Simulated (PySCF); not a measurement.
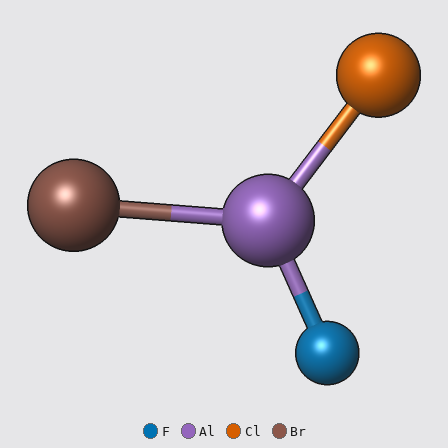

Computed geometry: PBE0-D3(BJ)/def2-SVP optimisation. No frequency run is at hand to confirm it as a minimum.

Give the structural formula.

SMILES: [F][Al]([Cl])[Br]

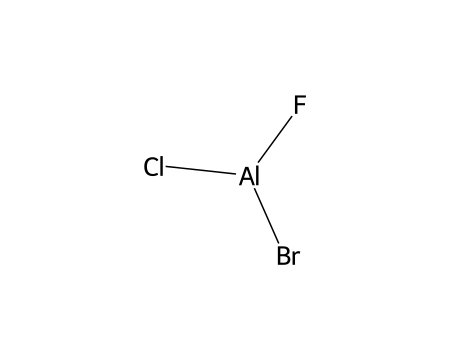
